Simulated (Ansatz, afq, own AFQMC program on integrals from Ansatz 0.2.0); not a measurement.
# SiHO (doublet): AFQMC on the coupled-cluster ladder at scale of all distances = 1.522, cc-pVDZ

How near does AFQMC come to the top of the ladder for SiHO (doublet)?

Method: cc-pVDZ, frozen cores; program: Ansatz 0.2.0, Gaussian basis, and an in-house AFQMC program (afq) on its integrals; all values are calculated.

To be run: PBE (unrestricted); r2SCAN (unrestricted); PBE0 (unrestricted); B3LYP (unrestricted); wB97M-V (unrestricted); B2PLYP (unrestricted); CCSD(T) on UHF; CCSDT(Q) on UHF; Phaseless AFQMC, CISD trial on UHF.

10 further runs of the same task are left out: 2 that didn't finish, 8 set aside as unsound or not needed.

### Step 1. The system

The geometry derives from a PBE0/def2-TZVP stationary point (not a proven minimum). All distances are scaled together.

3 atoms, charge 0, spin multiplicity 2.

Atoms are counted from 1 here; the program's logs count them from 0.

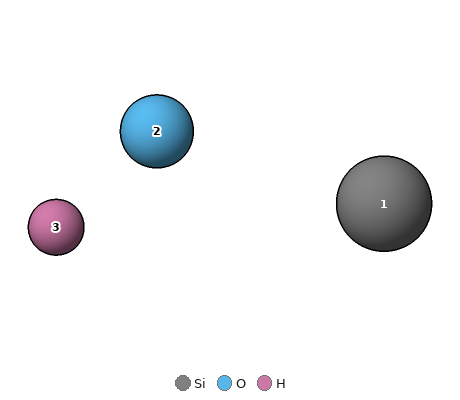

The geometry (silicon grey, oxygen blue, hydrogen pink); atoms are numbered from 1 in the order of the file.

### Step 2. PBE (unrestricted)

The input, in.yaml:

```yaml
crystal:
  periodic: [false, false, false]
  atoms:
    - {symbol: Si, position_ang: [0.000000, 0.047116, 0.962290]}
    - {symbol: O, position_ang: [0.000000, -0.150371, -1.541578]}
    - {symbol: H, position_ang: [0.000000, 1.074047, -2.343471]}
basis:
  gaussian: {orbitals: cc-pVDZ}
magnetization: {spin_polarized: true, initial_magnetization: 1}
hamiltonian: {xc: {name: PBE}}
output: {orbitals: {seedname: orbitals}}
```

On the command line:

```
$ ansatz run in.yaml --threads 1 --pin off --events-out ev --progress --plain --max-ram 1382MiB
```

The program printed:

```text
Functional definition: PBE
  name "PBE"
  cite "Perdew, Burke & Ernzerhof, Phys. Rev. Lett. 77, 3865 (1996) doi:10.1103/PhysRevLett.77.3865"
  parent pbe
  parameter kappa = 0.804
  parameter beta = 0.06672455060314922
  exchange = pbe_x(kappa = kappa, mu = beta*pi^2/3)
  correlation = pbe_c(beta = beta)
431 factors; their error is unknown
mean field evaluation 1: about -9917.3383 eV, gradient 4.8e1 eV
mean field evaluation 2: about -9715.1859 eV, gradient 1.2e2 eV
mean field evaluation 4: about -9841.0556 eV, gradient 1.1e2 eV
mean field evaluation 8: about -9928.9545 eV, gradient 1.3e-1 eV
mean field evaluation 16: about -9926.4838 eV, gradient 1.1e1 eV
mean field evaluation 32: about -9928.6071 eV, gradient 1.6e-2 eV
mean field evaluation 64: about -9925.4311 eV, gradient 1.9e1 eV
mean field evaluation 96: about -9928.3859 eV, gradient 2.9e0 eV
mean field -9928.93702011 eV, -364.8817054140 hartree, gradient 8.9e-6 eV, S^2 0.832214; 9 other end points of the search recorded, 0 dependent functions left out
reference -9928.93704619 eV, -364.8817063721 hartree; 12, 11 occupied and 25, 26 virtual orbitals, 431 factors
Total energy: -9928.93704619 eV, -364.8817063721 hartree
```

Wall time 3.6 s (1 thread of Intel Xeon Platinum 8488C (Sapphire Rapids), shared host).

From the report: ⟨S²⟩ of the determinant 0.832 (pure doublet: 0.75).

### Step 3. r2SCAN (unrestricted)

Edit in.yaml of step 2 so:

```diff
@@ -9,3 +9,2 @@
 magnetization: {spin_polarized: true, initial_magnetization: 1}
-hamiltonian: {xc: {name: PBE}}
-output: {orbitals: {seedname: orbitals}}
+hamiltonian: {xc: {name: r2SCAN}}
```

Same command.

The program printed, cut to the lines that bear on the results:

```text
Functional definition: r2SCAN
  name "r2SCAN"
  cite "Furness, Kaplan, Ning, Perdew & Sun, J. Phys. Chem. Lett. 11, 8208 (2020) doi:10.1021/acs.jpclett.0c02405"
  cite "Furness, Kaplan, Ning, Perdew & Sun, J. Phys. Chem. Lett. 11, 9248 (2020) doi:10.1021/acs.jpclett.0c03077"
  parent r2scan
[...]
431 factors; their error is unknown
[...]
mean field -9932.85821158 eV, -365.0258065425 hartree, gradient 1.3e-5 eV, S^2 0.888714; 9 other end points of the search recorded, 0 dependent functions left out
reference -9932.85822081 eV, -365.0258068817 hartree; 12, 11 occupied and 25, 26 virtual orbitals, 431 factors
Total energy: -9932.85822081 eV, -365.0258068817 hartree
```

Run time: 6.5 s. Hardware: 1 thread of Intel Xeon Platinum 8488C (Sapphire Rapids), shared host.

From the report: ⟨S²⟩ of the determinant 0.889 (pure doublet: 0.75).

### Step 4. PBE0 (unrestricted)

Edit in.yaml of step 3 so:

```diff
@@ -9,2 +9,3 @@
 magnetization: {spin_polarized: true, initial_magnetization: 1}
-hamiltonian: {xc: {name: r2SCAN}}
+hamiltonian: {xc: {name: PBE0}}
+output: {orbitals: {seedname: orbitals}}
```

Same command.

The program printed, cut to the lines that bear on the results:

```text
Functional definition: PBE0
  name "PBE0"
  cite "Adamo & Barone, J. Chem. Phys. 110, 6158 (1999) doi:10.1063/1.478522"
  cite "Perdew, Burke & Ernzerhof, Phys. Rev. Lett. 77, 3865 (1996) doi:10.1103/PhysRevLett.77.3865"
  parent pbe
[...]
362 factors; integrals over basis functions are off by at most 9.2e-4 eV
[...]
mean field -9928.85857993 eV, -364.8788227905 hartree, gradient 4.4e-6 eV, S^2 0.838996; 5 other end points of the search recorded, 0 dependent functions left out
reference -9928.85859969 eV, -364.8788235165 hartree; 12, 11 occupied and 25, 26 virtual orbitals, 362 factors
Total energy: -9928.85859969 eV, -364.8788235165 hartree
```

It took 2.2 s on 1 thread of Intel Xeon Platinum 8488C (Sapphire Rapids), shared host.

From the report: ⟨S²⟩ of the determinant 0.839 (pure doublet: 0.75).

### Step 5. B3LYP (unrestricted)

Edit in.yaml of step 4 so:

```diff
@@ -9,3 +9,2 @@
 magnetization: {spin_polarized: true, initial_magnetization: 1}
-hamiltonian: {xc: {name: PBE0}}
-output: {orbitals: {seedname: orbitals}}
+hamiltonian: {xc: {name: B3LYP}}
```

The command is unchanged.

The program printed, cut to the lines that bear on the results:

```text
Functional definition: B3LYP
  name "B3LYP"
  cite "Stephens, Devlin, Chabalowski & Frisch, J. Phys. Chem. 98, 11623 (1994) doi:10.1021/j100096a001"
  cite "Becke, Phys. Rev. A 38, 3098 (1988) doi:10.1103/PhysRevA.38.3098"
  cite "Lee, Yang & Parr, Phys. Rev. B 37, 785 (1988) doi:10.1103/PhysRevB.37.785"
  cite "Vosko, Wilk & Nusair, Can. J. Phys. 58, 1200 (1980) doi:10.1139/p80-159"
[...]
362 factors; integrals over basis functions are off by at most 9.2e-4 eV
[...]
mean field -9935.19641616 eV, -365.1117339759 hartree, gradient 6.3e-6 eV, S^2 0.797588; 4 other end points of the search recorded, 0 dependent functions left out
reference -9935.19659289 eV, -365.1117404706 hartree; 12, 11 occupied and 25, 26 virtual orbitals, 362 factors
Total energy: -9935.19659289 eV, -365.1117404706 hartree
```

It took 2.6 s on 1 thread of Intel Xeon Platinum 8488C (Sapphire Rapids), shared host.

From the report: ⟨S²⟩ of the determinant 0.798 (pure doublet: 0.75).

### Step 6. wB97M-V (unrestricted)

Edit in.yaml of step 5 so:

```diff
@@ -9,2 +9,3 @@
 magnetization: {spin_polarized: true, initial_magnetization: 1}
-hamiltonian: {xc: {name: B3LYP}}
+hamiltonian: {xc: {name: wB97M-V}}
+output: {orbitals: {seedname: orbitals}}
```

Launched as before.

The program printed, cut to the lines that bear on the results:

```text
Functional definition: wB97M-V
  name "wB97M-V"
  cite "Mardirossian & Head-Gordon, J. Chem. Phys. 144, 214110 (2016) doi:10.1063/1.4952647"
  cite "Becke, J. Chem. Phys. 107, 8554 (1997) doi:10.1063/1.475007"
  cite "Vydrov & Van Voorhis, J. Chem. Phys. 133, 244103 (2010) doi:10.1063/1.3521275"
  # Of w^i u^j: cxij and so on, Table III.
[...]
  gx(w, u) = 1 - cx + cx01*u + cx10*w
  gss(w, u) = css00 + css04*u^4 + css10*w + css20*w^2 + css43*w^4*u^3
  gos(w, u) = cos00 + cos10*w + (cos20 + cos21*u)*w^2 + (cos60 + cos61*u)*w^6
[...]
      + integral(e_c_pw_mod_opposite_spin*gos(b97_w_opposite, b97_u_opposite)) + vv10(b, c)
362 factors; integrals over basis functions are off by at most 9.2e-4 eV
108 factors; integrals over basis functions are off by at most 1.2e-5 eV
[...]
mean field -9933.18374007 eV, -365.0377694938 hartree, gradient 8.2e-6 eV, S^2 0.786429; 4 other end points of the search recorded, 0 dependent functions left out
reference -9933.18377029 eV, -365.0377706045 hartree; 12, 11 occupied and 25, 26 virtual orbitals, 362 factors
Total energy: -9933.18377029 eV, -365.0377706045 hartree
```

It took 6.5 s on 1 thread of Intel Xeon Platinum 8488C (Sapphire Rapids), shared host.

From the report: ⟨S²⟩ of the determinant 0.786 (pure doublet: 0.75).

### Step 7. B2PLYP (unrestricted)

Edit in.yaml of step 6 so:

```diff
@@ -9,3 +9,3 @@
 magnetization: {spin_polarized: true, initial_magnetization: 1}
-hamiltonian: {xc: {name: wB97M-V}}
-output: {orbitals: {seedname: orbitals}}
+hamiltonian: {xc: {name: B2PLYP}}
+correlation: {electrons: outside_noble_gas}
```

Launched as before.

The program printed, cut to the lines that bear on the results:

```text
Functional definition: B2PLYP
  name "B2PLYP"
  cite "Grimme, J. Chem. Phys. 124, 034108 (2006) doi:10.1063/1.2148954"
  cite "Becke, Phys. Rev. A 38, 3098 (1988) doi:10.1103/PhysRevA.38.3098"
  cite "Lee, Yang & Parr, Phys. Rev. B 37, 785 (1988) doi:10.1103/PhysRevB.37.785"
[...]
362 factors; integrals over basis functions are off by at most 9.2e-4 eV
[...]
mean field -9926.76642576 eV, -364.8019375428 hartree, gradient 2.7e-6 eV, S^2 1.273525; 11 other end points of the search recorded, 0 dependent functions left out
6 core orbitals not correlated: weight in the atoms' cores, before any rotation towards them, 1.000 or more for the frozen orbitals, at most 0.000 for the correlated occupied ones
reference -9926.76654167 eV, -364.8019418025 hartree; 6, 5 occupied and 25, 26 virtual orbitals, 362 factors
second order -8.88325786 eV of doubles, -0.00000000 eV of singles
Total energy: -9929.16502129 eV, -364.8900843028 hartree
```

Wall time 8.5 s (1 thread of Intel Xeon Platinum 8488C (Sapphire Rapids), shared host).

From the report: ⟨S²⟩ of the determinant 1.274 (pure doublet: 0.75). The determinant is far from a pure spin state, so its energy mixes those of several spin states (harmless only where they are near-degenerate, as at dissociation).

### Step 8. CCSD(T) on UHF

Edit in.yaml of step 7 so:

```diff
@@ -9,3 +9,2 @@
 magnetization: {spin_polarized: true, initial_magnetization: 1}
-hamiltonian: {xc: {name: B2PLYP}}
-correlation: {electrons: outside_noble_gas}
+correlation: {method: ccsd_t, electrons: outside_noble_gas, hamiltonian_folder: ham}
```

Launched as before.

The program printed, cut to the lines that bear on the results:

```text
Functional definition: HF
  name "HF"
  cite "Fock, Z. Phys. 61, 126 (1930) doi:10.1007/BF01340294"
  parent pbe
[...]
362 factors; integrals over basis functions are off by at most 9.2e-4 eV
[...]
mean field -9909.56560410 eV, -364.1698190059 hartree, gradient 2.6e-6 eV, S^2 2.163278; 28 other end points of the search recorded, 0 dependent functions left out
determinant -9909.56560410 eV, -364.1698190059 hartree, with singles and doubles -9916.24788820 eV, -364.4153884173 hartree
determinant -9909.44566058 eV, -364.1654111628 hartree, with singles and doubles -9916.61783648 eV, -364.4289837657 hartree
determinant -9909.44545318 eV, -364.1654035411 hartree, with singles and doubles -9916.64233942 eV, -364.4298842319 hartree
determinant -9909.38449702 eV, -364.1631634435 hartree, with singles and doubles -9916.49843158 eV, -364.4245957166 hartree
[...]
determinant -9908.52719283 eV, -364.1316580955 hartree, with singles and doubles -9916.64475933 eV, -364.4299731620 hartree
determinant -9908.51362868 eV, -364.1311596221 hartree, with singles and doubles -9916.64716527 eV, -364.4300615788 hartree
6 core orbitals not correlated: weight in the atoms' cores, before any rotation towards them, 1.000 or more for the frozen orbitals, at most 0.000 for the correlated occupied ones
reference -9909.44566058 eV, -364.1654111628 hartree; 6, 5 occupied and 25, 26 virtual orbitals, 362 factors
second order -5.31170079 eV of doubles, -0.00000000 eV of singles
cycle   1  -7.32988077 eV  change   -5.0e-7 eV  update   6.9e-6
[...]
cycle   5  -7.32986120 eV  change    7.3e-6 eV  update   4.6e-6
perturbative correction -0.33781155 eV, -0.0124143455 hartree
WARN: the results are in doubt because among natural orbitals full CI differs from the method by -0.116 eV
Total energy: -9917.11333334 eV, -364.4471929392 hartree
In doubt: among natural orbitals full CI differs from the method by -0.116 eV
```

Wall time 21 s (1 thread of Intel Xeon Platinum 8488C (Sapphire Rapids), shared host).

From the report: ⟨S²⟩ of the determinant 1.989 (pure doublet: 0.75); correlation -7.6677 eV; T1 0.129; largest double amplitude 0.15. The determinant is far from a pure spin state, so its energy mixes those of several spin states (harmless only where they are near-degenerate, as at dissociation). Mind the lines of doubt at the end of the log.

This run also writes the integrals to the folder ham.

### Step 9. CCSDT(Q) on UHF

Edit in.yaml of step 8 so:

```diff
@@ -9,2 +9,2 @@
 magnetization: {spin_polarized: true, initial_magnetization: 1}
-correlation: {method: ccsd_t, electrons: outside_noble_gas, hamiltonian_folder: ham}
+correlation: {method: ccsdt_q, electrons: outside_noble_gas}
```

The command is unchanged.

The program printed, cut to the lines that bear on the results:

```text
Functional definition: HF
  name "HF"
  cite "Fock, Z. Phys. 61, 126 (1930) doi:10.1007/BF01340294"
  parent pbe
[...]
638 factors; integrals over basis functions are off by at most 1.7e-7 eV
[...]
mean field -9909.56567895 eV, -364.1698217564 hartree, gradient 2.5e-6 eV, S^2 2.163283; 30 other end points of the search recorded, 0 dependent functions left out
determinant -9909.56567895 eV, -364.1698217564 hartree, with singles and doubles -9916.24797253 eV, -364.4153915160 hartree
determinant -9909.44573371 eV, -364.1654138503 hartree, with singles and doubles -9916.61801517 eV, -364.4289903322 hartree
determinant -9909.44552733 eV, -364.1654062661 hartree, with singles and doubles -9916.64242211 eV, -364.4298872709 hartree
determinant -9909.38457313 eV, -364.1631662404 hartree, with singles and doubles -9916.49852460 eV, -364.4245991348 hartree
[...]
determinant -9908.63403147 eV, -364.1355843432 hartree, with singles and doubles -9916.79952534 eV, -364.4356607082 hartree
determinant -9908.52727308 eV, -364.1316610447 hartree, with singles and doubles -9916.64484778 eV, -364.4299764128 hartree
determinant -9908.51370648 eV, -364.1311624815 hartree, with singles and doubles -9916.64725049 eV, -364.4300647104 hartree
6 core orbitals not correlated: weight in the atoms' cores, before any rotation towards them, 1.000 or more for the frozen orbitals, at most 0.000 for the correlated occupied ones
reference -9909.44573371 eV, -364.1654138503 hartree; 6, 5 occupied and 25, 26 virtual orbitals, 638 factors
second order -5.31179824 eV of doubles, -0.00000000 eV of singles
cycle   1  -5.93192137 eV  change   -6.2e-1 eV  update   1.2e-1
[...]
cycle  53  -7.88130851 eV  change   -2.7e-7 eV  update   1.6e-7
perturbative correction -0.15790518 eV, -0.0058029082 hartree
Total energy: -9917.48494740 eV, -364.4608495040 hartree
```

It took 62 s on 1 thread of Intel Xeon Platinum 8488C (Sapphire Rapids), shared host; peak memory 0.25 GiB.

From the report: ⟨S²⟩ of the determinant 1.989 (pure doublet: 0.75); correlation -8.0392 eV; T1 0.164; largest double amplitude 0.20. The determinant is far from a pure spin state, so its energy mixes those of several spin states (harmless only where they are near-degenerate, as at dissociation).

### Step 10. Phaseless AFQMC, CISD trial on UHF

It reads the integrals that the CCSD(T) run on this determinant wrote.

On the command line:

```
$ afq ham --method phaseless --trial cisd --walkers 60 --populations 1 --least-time 40 --time-step 0.005 --steps-per-block 50 --equilibration-blocks 40 --max-blocks 300 --target-error 0.0008 --factor-cut 1e-05 --start spin_pure --seed 4399 --release-times 0.24,0.51,0.99,1.62,2.4 --release-step 0.03 --release-every 4 --taylor-order 6
```

The program printed:

```text
orbitals 31  electrons 6 5  factors 205 of 362
reference energy -364.16541116 Eh
CCSD correlation -0.26936774 Eh in 36 cycles, weight of the determinant in the CISD state 0.5701
energy of the start -364.347114 Eh
 block  time / (1/Eh)  mean weight  energy / Eh
     1     0.250  1.0000  -364.391434
     2     0.500  1.0005  -364.415482
     3     0.750  0.9999  -364.424580
     4     1.000  1.0021  -364.439676
     5     1.250  0.9980  -364.423164
     6     1.500  1.0013  -364.426303
     7     1.750  1.0007  -364.430271
     8     2.000  1.0003  -364.445997
     9     2.250  1.0036  -364.447698
    10     2.500  0.9984  -364.440126
    17     4.250  1.0004  -364.453442
    25     6.250  1.0007  -364.456205
    33     8.250  1.0019  -364.444556
    41    10.250  0.9972  -364.442442
    49    12.250  1.0006  -364.456158
    57    14.250  1.0009  -364.468309
    65    16.250  1.0014  -364.448154
    73    18.250  0.9999  -364.460854
    81    20.250  0.9988  -364.448552
    89    22.250  0.9978  -364.452976
    97    24.250  1.0002  -364.469521
   105    26.250  0.9986  -364.499854
   113    28.250  0.9991  -364.417701
   121    30.250  1.0021  -364.453015
   129    32.250  0.9998  -364.470600
   137    34.250  1.0013  -364.431873
   145    36.250  1.0028  -364.462666
   153    38.250  0.9864  -364.462489
   161    40.250  0.9987  -364.423440
   169    42.250  0.9999  -364.443289
   177    44.250  1.0009  -364.454045
   185    46.250  0.9993  -364.474438
   193    48.250  0.9994  -364.479713
   201    50.250  0.9990  -364.433145
   209    52.250  1.0011  -364.464543
   217    54.250  0.9999  -364.472045
   225    56.250  0.9978  -364.438147
   233    58.250  1.0010  -364.451074
   241    60.250  0.9975  -364.454161
   249    62.250  0.9994  -364.429299
   257    64.250  0.9983  -364.408176
   265    66.250  1.0000  -364.450002
   273    68.250  1.0012  -364.430397
   281    70.250  1.0022  -364.519595
   289    72.250  0.9992  -364.458412
   297    74.250  0.9981  -364.481290
   305    76.250  0.9984  -364.459193
   313    78.250  1.0015  -364.517080
   321    80.250  1.0002  -364.454721
   329    82.250  0.9984  -364.466275
   337    84.250  0.9995  -364.441126
blocks merged  error / Eh  count
     1  0.001100  300
     2  0.001380  150
     4  0.001685  75
     8  0.001833  37
    16  0.002025  18
    32  0.002561  9
released: time / (1/Eh)  energy / Eh  error  mean overlap
  0.24  -364.455502  0.002697  0.9899
  0.51  -364.456271  0.002748  0.9940
  0.99  -364.457559  0.002405  1.0128
  1.62  -364.460197  0.003484  0.9958
  2.40  -364.459111  0.004150  0.9862
energy -364.454381 +/- 0.002025 Eh
```

It took 4.6 min on 1 thread of Intel Xeon Platinum 8488C (Sapphire Rapids), shared host.

Energy -9917.3089 ± 0.0551 eV. Caveats: constraint bias not in the error; error above the target; large difference. The error still grows with block length (0.0499 to 0.0697 eV), so the bar may be too small.

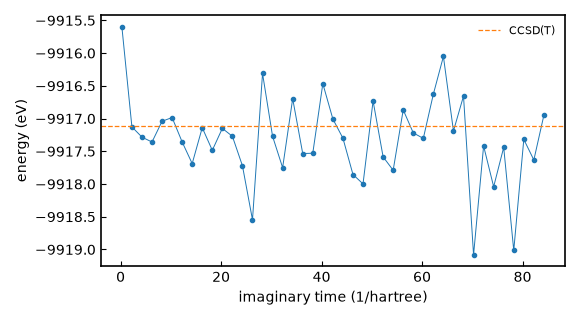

Block energies along the walk.

### Step 11. AFQMC on the ladder

On the UHF determinant, counted from CCSDT(Q) (a yardstick, not exact):

| level | energy (eV) | from CCSDT(Q) (kJ/mol) | statistical error (kJ/mol) | time |
| --- | --- | --- | --- | --- |
| HF | -9909.4457 | +775.7 |  |  |
| MP2 | -9914.7574 | +263.2 |  |  |
| CCSD | -9916.7755 | +68.4 |  |  |
| CCSD(T) | -9917.1133 | +35.9 |  |  |
| CCSDT(Q) | -9917.4849 | 0.0 |  |  |
| Phaseless AFQMC, CISD trial, step 0.005, 60 walkers | -9917.3089 | +17.0 | 5.3 | 4.6 min |

The functionals' totals stand on their own zeros and serve differences with other points: PBE -9928.937 eV; r2SCAN -9932.858 eV; PBE0 -9928.859 eV; B3LYP -9935.197 eV; wB97M-V -9933.184 eV; B2PLYP -9929.165 eV.

### Step 12. Outcome

```
                                        quantity               value
                    CCSD(T) on UHF from CCSDT(Q)        +35.9 kJ/mol
Phaseless AFQMC, CISD trial on UHF from CCSDT(Q)  +17.0 ± 5.3 kJ/mol
```

On UHF the phaseless walk with the CISD trial lies +17.0 kJ/mol from CCSDT(Q), 3 times its error bar. Error bars are statistical and leave out the constraint, the time step and what remains of the start.
